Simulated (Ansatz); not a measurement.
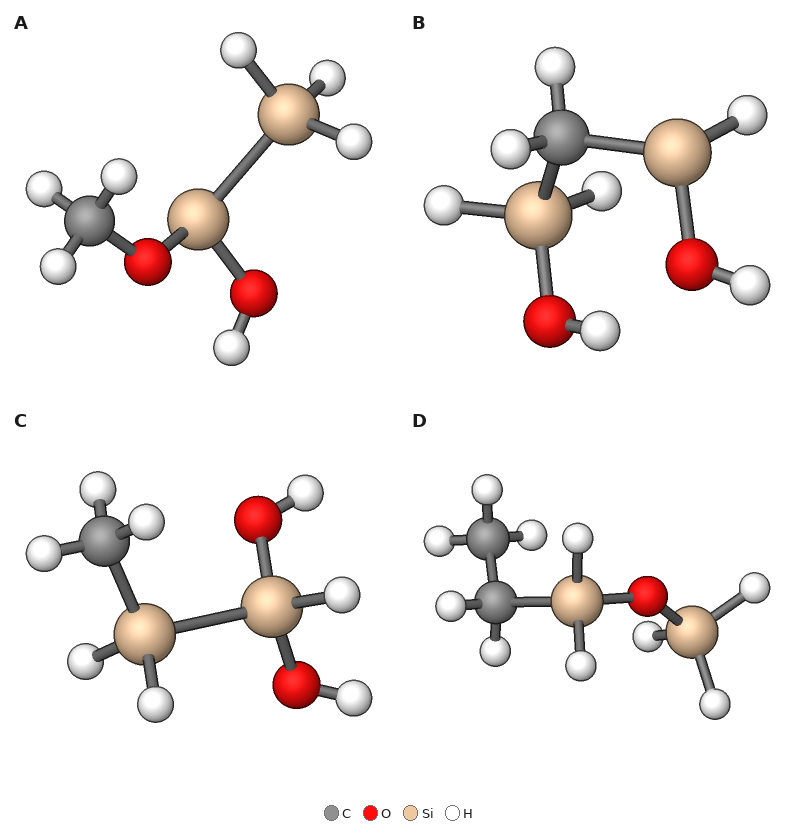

Simulated data, not a measurement (program: Ansatz).

Match each picture to its SMILES.
(1) C[SiH2][SiH](O)O
(2) CC[SiH2]O[SiH3]
(3) O[SiH]C[SiH2]O
(4) CO[Si](O)[SiH3]

Answer. A is (4), B is (3), C is (1), D is (2).
